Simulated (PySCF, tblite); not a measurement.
**C₄H₁₂FSi₂ radical: geometry, infrared bands and EPR parameters**

Aim: predict the infrared bands and EPR parameters of C₄H₁₂FSi₂ radical (`CC(C)(CF)[SiH][SiH3]`).

Computed with tblite 0.8.0 and PySCF 2.14.0, with density-fitted response routines of our own, on a single molecule in the gas phase. Atoms count from 0, in the outputs and in this text.

### 1 The molecule as given

19 atoms, charge 0, multiplicity 2; geometry from: force field or distance geometry start.

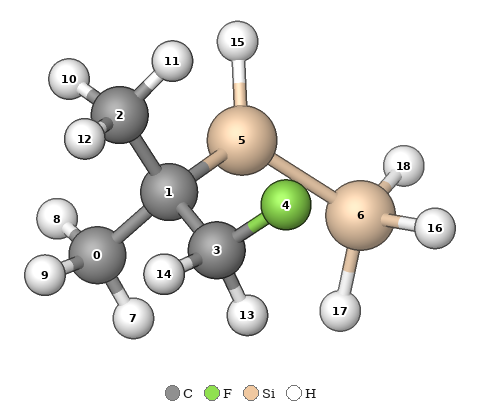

As it starts; carbon grey, fluorine green, silicon light orange, hydrogen white, atoms numbered.

### 2 Geometry optimisation with GFN2-xTB

What the job is given:

```
{"job": {"kind": "relax", "xc": "GFN2-xTB", "basis": "xTB"}, "charge": 0, "multiplicity": 2}
C     -0.765000    -1.009700    -1.221800
C     -0.562200     0.111400    -0.208400
C     -1.495600     1.237700    -0.527600
C     -0.972900    -0.443900     1.114700
F     -0.840300     0.432700     2.177200
Si     1.132200     0.731200    -0.347700
Si     2.753900    -0.266800     0.676200
H     -0.220600    -1.899600    -0.864200
H     -0.506700    -0.701000    -2.242700
H     -1.877000    -1.234500    -1.244000
H     -1.407900     1.539400    -1.601000
H     -1.176100     2.129400     0.063200
H     -2.556100     1.011400    -0.262600
H     -0.404800    -1.385800     1.359600
H     -2.043200    -0.735800     1.065100
H      1.347600     2.070700    -0.814800
H      2.645200    -0.146400     2.151900
H      2.868300    -1.728900     0.417500
H      4.071400     0.297500     0.301800
```

Command:

```console
> OMP_NUM_THREADS=1 python probes_run.py task.json out
```

One launch serves the whole session: the jobs run in the order shown.

The program printed:

```text
step      E/eV     max force
  0    -620.09243    2.804
  1    -620.39286    1.256
  2    -620.49946    0.648
  3    -620.55717    0.596
  4    -620.61142    0.456
  5    -620.63566    0.374
  6    -620.65173    0.346
  7    -620.66781    0.330
  8    -620.68564    0.422
  9    -620.70612    0.339
 10    -620.72491    0.257
 11    -620.73856    0.261
 12    -620.74874    0.242
 13    -620.75845    0.235
 14    -620.76840    0.251
 15    -620.77647    0.195
 16    -620.78338    0.194
 17    -620.79043    0.244
 18    -620.79696    0.209
 19    -620.80231    0.149
 20    -620.80660    0.174
 21    -620.81022    0.174
 22    -620.81351    0.190
 23    -620.81672    0.173
 24    -620.81977    0.176
 25    -620.82278    0.193
 26    -620.82602    0.211
 27    -620.82919    0.186
 28    -620.83149    0.117
 29    -620.83294    0.076
 30    -620.83408    0.101
 31    -620.83528    0.130
 32    -620.83672    0.130
 33    -620.83813    0.092
 34    -620.83922    0.067
 35    -620.84005    0.081
 36    -620.84092    0.111
 37    -620.84214    0.124
 38    -620.84364    0.104
 39    -620.84507    0.081
 40    -620.84621    0.063
 41    -620.84700    0.080
 42    -620.84755    0.078
 43    -620.84801    0.051
 44    -620.84841    0.038
 45    -620.84875    0.050
 46    -620.84906    0.047
 47    -620.84937    0.043
 48    -620.84969    0.043
 49    -620.85000    0.036
 50    -620.85025    0.037
 51    -620.85043    0.035
 52    -620.85060    0.036
 53    -620.85081    0.045
 54    -620.85115    0.071
 55    -620.85166    0.090
 56    -620.85218    0.067
 57    -620.85253    0.036
 58    -620.85273    0.031
 59    -620.85294    0.035
 60    -620.85320    0.045
 61    -620.85341    0.032
 62    -620.85355    0.020
 63    -620.85364    0.021
 64    -620.85374    0.022
 65    -620.85385    0.023
 66    -620.85396    0.027
 67    -620.85410    0.029
 68    -620.85430    0.039
 69    -620.85455    0.043
 70    -620.85477    0.037
 71    -620.85491    0.021
 72    -620.85500    0.021
 73    -620.85509    0.024
 74    -620.85518    0.022
 75    -620.85527    0.020
 76    -620.85537    0.024
 77    -620.85550    0.036
 78    -620.85573    0.053
 79    -620.85605    0.056
 80    -620.85635    0.040
 81    -620.85656    0.039
 82    -620.85674    0.043
 83    -620.85703    0.068
 84    -620.85753    0.091
 85    -620.85816    0.084
 86    -620.85861    0.042
 87    -620.85883    0.045
 88    -620.85898    0.037
 89    -620.85923    0.055
 90    -620.85969    0.062
 91    -620.86010    0.043
 92    -620.86035    0.037
 93    -620.86047    0.033
 94    -620.86057    0.027
 95    -620.86073    0.025
 96    -620.86093    0.028
 97    -620.86112    0.027
 98    -620.86124    0.021
 99    -620.86130    0.017
100    -620.86135    0.019
101    -620.86144    0.023
102    -620.86159    0.031
103    -620.86179    0.037
104    -620.86204    0.041
105    -620.86229    0.042
106    -620.86253    0.034
107    -620.86274    0.033
108    -620.86290    0.030
109    -620.86299    0.021
110    -620.86305    0.017
111    -620.86311    0.023
112    -620.86320    0.035
113    -620.86335    0.034
114    -620.86349    0.020
115    -620.86359    0.020
116    -620.86367    0.023
117    -620.86375    0.029
118    -620.86382    0.023
119    -620.86389    0.019
120    -620.86395    0.018
121    -620.86400    0.021
122    -620.86404    0.019
123    -620.86407    0.013
124    -620.86409    0.010
```

Wall time 1.7 s (1 thread of Intel Xeon Platinum 8259CL at 2.50GHz, shared host).

The steps of the relaxation: (not every step is listed)

```tsv
step	energy from step 0 (eV)	largest force (eV/Å)
0	0.0000	2.8037
1	-0.3004	1.2564
2	-0.4070	0.6483
3	-0.4647	0.5960
4	-0.5190	0.4563
5	-0.5432	0.3741
6	-0.5593	0.3462
7	-0.5754	0.3305
8	-0.5932	0.4224
19	-0.7099	0.1495
30	-0.7416	0.1008
41	-0.7546	0.0795
52	-0.7582	0.0356
63	-0.7612	0.0212
74	-0.7627	0.0224
85	-0.7657	0.0839
96	-0.7685	0.0276
107	-0.7703	0.0333
118	-0.7714	0.0228
119	-0.7715	0.0188
120	-0.7715	0.0176
121	-0.7716	0.0215
122	-0.7716	0.0187
123	-0.7716	0.0129
124	-0.7717	0.0099
```

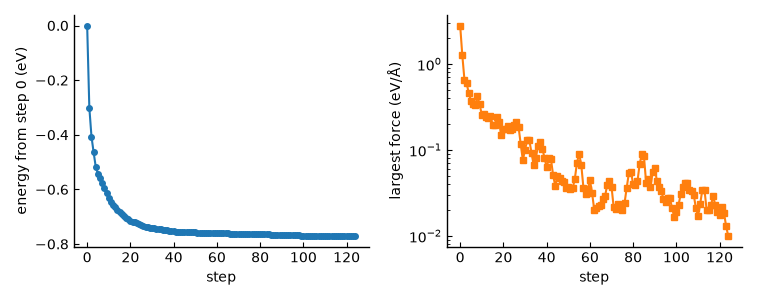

Energy and largest force along the relaxation.

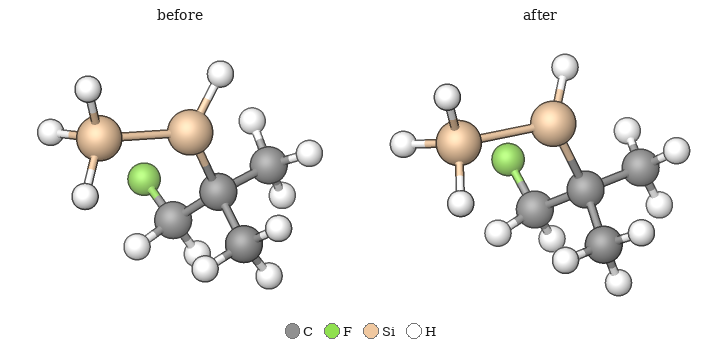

Before and after, at one scale.

Close pairs (by a distance rule), those that changed most:

```tsv
bond	before (Å)	after (Å)	change (Å)
C1–Si5	1.810	1.940	+0.130
Si5–Si6	2.162	2.287	+0.125
C0–H9	1.135	1.091	-0.044
Si5–H15	1.435	1.473	+0.038
C1–C3	1.493	1.524	+0.032
C3–H13	1.127	1.096	-0.031
C2–H10	1.118	1.088	-0.031
C1–C2	1.497	1.527	+0.030
```

The next job starts from the end point, and lists it.

### 3 Harmonic vibrations with GFN2-xTB

What the job is given:

```
{"job": {"kind": "ir", "xc": "GFN2-xTB", "basis": "xTB"}, "charge": 0, "multiplicity": 2}
C     -0.742135    -1.066268    -1.185748
C     -0.601649     0.165268    -0.293671
C     -1.621996     1.223207    -0.708145
C     -0.877940    -0.261936     1.143216
F     -0.515817     0.731540     2.029186
Si     1.201425     0.878779    -0.353392
Si     2.768517    -0.419638     0.688999
H     -0.006309    -1.825074    -0.925350
H     -0.596696    -0.793382    -2.228223
H     -1.734473    -1.507698    -1.085782
H     -1.412455     1.583556    -1.712968
H     -1.590786     2.070103    -0.026111
H     -2.631887     0.811157    -0.695428
H     -0.290007    -1.144700     1.417942
H     -1.941996    -0.460296     1.320470
H      1.060257     2.307535    -0.023851
H      2.809049    -0.547909     2.152497
H      2.623101    -1.798641     0.193581
H      4.091994     0.063649     0.285314
```

The program printed:

```text
mode    cm-1     km/mol
  1      38.3      0.50
  2      74.4      1.13
  3      89.5      1.28
  4     108.9      5.20
  5     174.4      5.20
  6     218.9      0.11
  7     239.4      0.39
  8     245.6      1.90
  9     293.4      4.55
 10     343.3     15.12
 11     345.4     23.15
 12     365.9      5.56
 13     434.9     18.40
 14     465.3     29.33
 15     496.2      2.61
 16     504.6      3.55
 17     598.7     10.26
 18     650.4    216.75
 19     786.9    495.10
 20     800.7    297.61
 21     854.5    119.56
 22     886.3     24.76
 23     943.1      3.46
 24     971.8      3.88
 25     980.7      5.42
 26    1025.9     23.97
 27    1034.5     37.89
 28    1175.0      2.81
 29    1188.0      5.82
 30    1214.8      0.36
 31    1252.7      8.33
 32    1328.6      9.18
 33    1411.7      5.51
 34    1425.9      4.30
 35    1459.8      2.59
 36    1496.8      0.04
 37    1502.2      2.80
 38    1507.5      3.62
 39    1511.9      5.01
 40    2152.0     51.59
 41    2166.5    566.45
 42    2185.8    306.38
 43    2223.8    306.34
 44    2916.6     54.82
 45    2937.4     34.47
 46    2990.0     10.27
 47    2995.1    108.51
 48    3019.8     33.03
 49    3028.1     22.17
 50    3034.9     14.61
 51    3037.8     29.20
```

Wall time 1.4 s (1 thread of Intel Xeon Platinum 8259CL at 2.50GHz, shared host).

The strongest bands and the atoms that carry them (share of the mass-weighted mode):

```tsv
cm⁻¹	km/mol	atoms
650	216.8	H15 67 %, Si5 19 %
787	495.1	H17 42 %, H18 38 %, H16 11 %
801	297.6	H18 42 %, H17 35 %, H16 18 %
854	119.6	H16 54 %, H17 26 %, H18 17 %
2166	566.5	H15 51 %, H17 29 %, H16 15 %
2186	306.4	H16 75 %, H17 17 %
2224	306.3	H18 94 %
2995	108.5	H9 67 %, H12 23 %
```

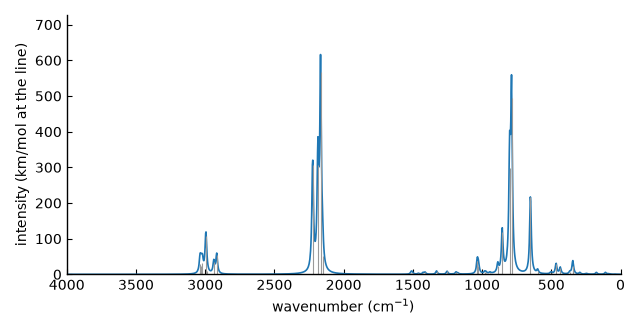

The infrared spectrum from these modes, unscaled. Lines are broadened to a width of 14 cm⁻¹ (Lorentzian).

### 4 g tensor and hyperfine couplings: B3LYP/pcH-1

Same as in step 3 but for these lines:

```diff
@@ -1,2 +1,2 @@
-{"job": {"kind": "ir", "xc": "GFN2-xTB", "basis": "xTB"}, "charge": 0, "multiplicity": 2}
+{"job": {"kind": "epr", "basis": "pcH-1"}, "charge": 0, "multiplicity": 2}
 C     -0.742135    -1.066268    -1.185748
```

Method: UKS B3LYP, pcH-1 on C F H Si, non-relativistic, mean-field spin-orbit, GIAO.

The program printed:

```text
UKS, coarse grid
  cycle   1  E = -838.39493272  |g| = 4.37e-01
  cycle   2  E = -838.34515499  |g| = 5.88e-01
  cycle   3  E = -838.46786229  |g| = 5.57e-02
  cycle   4  E = -838.46858842  |g| = 2.75e-02
  cycle   5  E = -838.46888851  |g| = 6.41e-03
  cycle   6  E = -838.46890537  |g| = 2.59e-03
  cycle   7  E = -838.46890897  |g| = 6.22e-04
UKS, final grid
  cycle   1  E = -838.46885931  |g| = 7.97e-04
  cycle   2  E = -838.46885897  |g| = 1.20e-03
  cycle   3  E = -838.46885960  |g| = 8.73e-05
  cycle   4  E = -838.46885961  |g| = 3.09e-05
  cycle   5  E = -838.46885961  |g| = 1.44e-05
E = -838.46885961 Eh   <S^2> = 0.7522 (exact 0.7500)
g shifts (ppm)      1          2          3
  rmc          -129       -129       -129
  gc             12         52         45
  oz_so        -215       1484       3276
  total        -332       1408       3192
hyperfine (MHz)  atom isotope    a_iso     a_fc   dipolar eigenvalues
    0   13C      11.05      11.05     -0.91     -0.79      1.70
    1   13C       8.34       8.33     -2.21     -1.83      4.04
    2   13C      -0.29      -0.29     -0.75      0.04      0.71
    3   13C      15.17      15.18     -1.93     -1.54      3.47
    4   19F      83.36      83.42    -10.77     -8.20     18.97
    5  29Si    -358.62    -359.59   -172.52     85.53     87.00
    6  29Si     -38.47     -38.50     -8.69      2.20      6.49
    7    1H      -0.36      -0.37     -2.20     -1.96      4.16
    8    1H      -0.12      -0.12     -3.12     -1.82      4.94
    9    1H       0.09       0.09     -1.32     -1.01      2.32
   10    1H      -0.49      -0.49     -2.55     -1.83      4.38
   11    1H       0.27       0.26     -1.65     -1.56      3.20
   12    1H      -0.98      -0.98     -1.25     -0.83      2.08
   13    1H       0.99       0.99     -2.41     -0.88      3.29
   14    1H      11.03      11.03     -1.74     -0.73      2.47
   15    1H      21.14      21.11     -9.89      1.85      8.04
   16    1H      78.58      78.58     -2.28     -0.40      2.68
   17    1H      -2.82      -2.82     -2.64     -1.23      3.88
   18    1H       1.01       1.01     -2.77     -1.26      4.03
```

It took 2.2 min on 1 thread of Intel Xeon Platinum 8259CL at 2.50GHz, shared host; peak memory 1.1 GiB.

Principal g values 2.00199, 2.00373, 2.00551; g(iso) = 2.00374, against 2.00232 for a free electron.

Hyperfine couplings; where a row names several nuclei, a(iso) is their mean (it holds for fast rotation or exchange) and the dipolar term the largest among them:

```tsv
nuclei	isotope	a(iso) (MHz)	a(iso) (G, at g = 2.0023)	largest dipolar term (MHz)
Si5	29Si	-358.6	-128.0	-172.5
F4	19F	83.4	29.7	19.0
Si6	29Si	-38.5	-13.7	-8.7
H16, H17, H18	1H	25.6	9.1	4.0
H15	1H	21.1	7.5	-9.9
C3	13C	15.2	5.4	3.5
C1	13C	8.3	3.0	4.0
H13, H14	1H	6.0	2.1	3.3
C0, C2	13C	5.4	1.9	1.7
H7, H8, H9, H10, H11, H12	1H	-0.3	-0.1	4.9
```

Mulliken spin populations:

C0 0.00; C1 -0.01; C2 0.00; C3 0.01; F4 0.00; Si5 0.96; Si6 0.01; H7 0.00; H8 0.00; H9 0.00; H10 0.00; H11 0.00; H12 0.00; H13 0.00; H14 0.01; H15 -0.01; H16 0.04; H17 0.00; H18 0.00

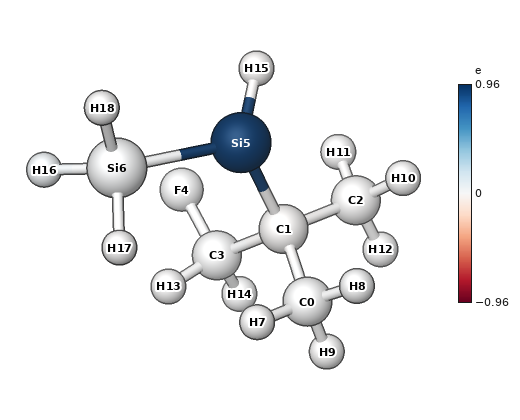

Mulliken spin populations, as colours on the atoms.

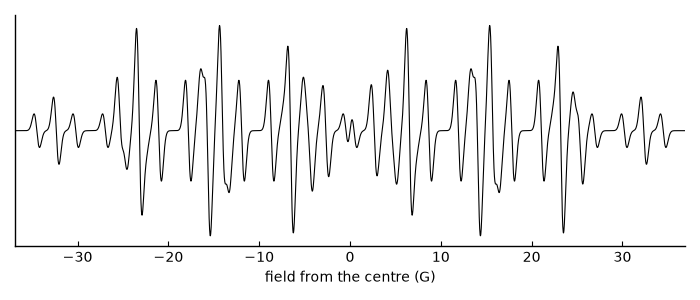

First-order isotropic spectrum (first derivative, main isotopes with spin only, couplings over 0.8 MHz, Gaussian width 0.3 G; couplings of the frozen geometry, rotation of groups not averaged beyond the rows shown).

The fields below are evaluated on a grid from the run's orbitals.

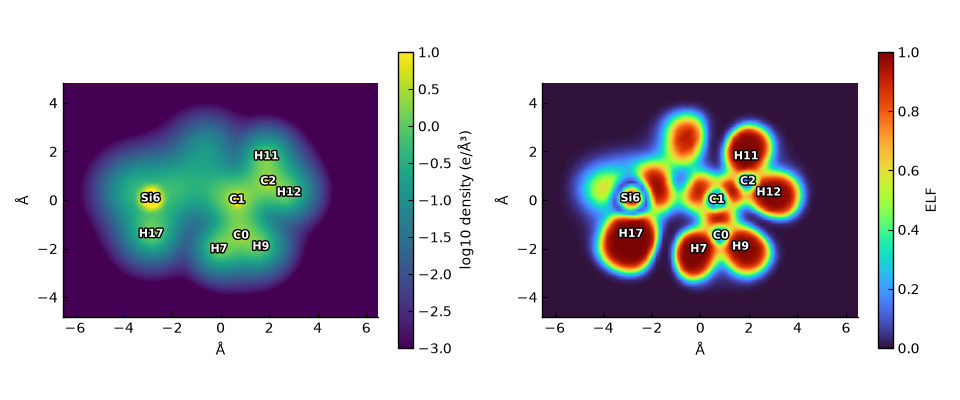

Density (left) and ELF (right) in a plane through or near 9 of the atoms.

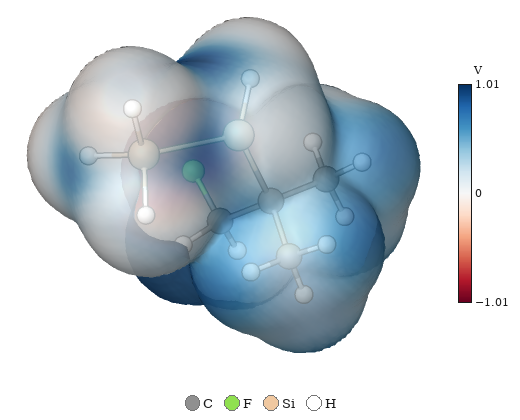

Electrostatic potential on the surface of density 0.002 e/bohr³; red is low, blue high. It runs from -1.01 V near F4 to 0.97 V near H13.

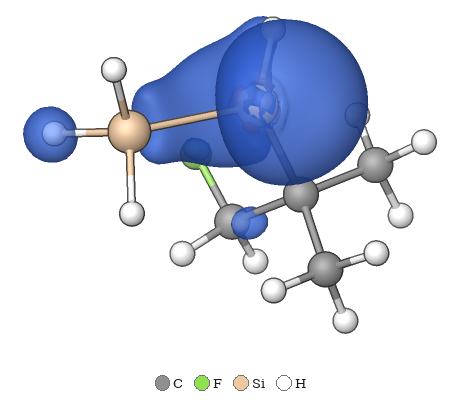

Spin density at ±0.02 e/Å³ (alpha excess blue, beta excess red).

### 5 Summary of results

| quantity | value |
| --- | --- |
| strongest single infrared mode (GFN2-xTB) | 2166 cm⁻¹, 566 km/mol |
| zero-point energy (GFN2-xTB) | 90.3 kcal/mol |
| g(iso) (B3LYP) | 2.00374 |
| ⟨S²⟩ | 0.752 (exact 0.75) |
| largest a(iso) (averaged by class) | 29Si on Si5, -358.6 MHz |
| potential on the surface of density 0.002 e/bohr³, 1st and 99th percentile | -1.01 V and 0.97 V |

What this shows: Relaxing lowered the energy by 0.772 eV in 124 steps; the close pair that moved most is C1–Si5, from 1.810 to 1.940 Å. No mode is imaginary among the 51: a minimum at this level. The strongest single mode, at 2166 cm⁻¹, moves mainly H15 and H17. GFN2-xTB is a fitted tight-binding method: band positions and strengths are rough. Its intensities can rank the bands wrongly. Most of the unpaired spin sits on Si5 (0.96 e). The isotropic g lies 1.4 ppt above the free-electron value. These values are for one conformer; the search (at its own cheap level) found 2 more, at 0.29, 0.37 kcal/mol, and measured spectra average over such forms.
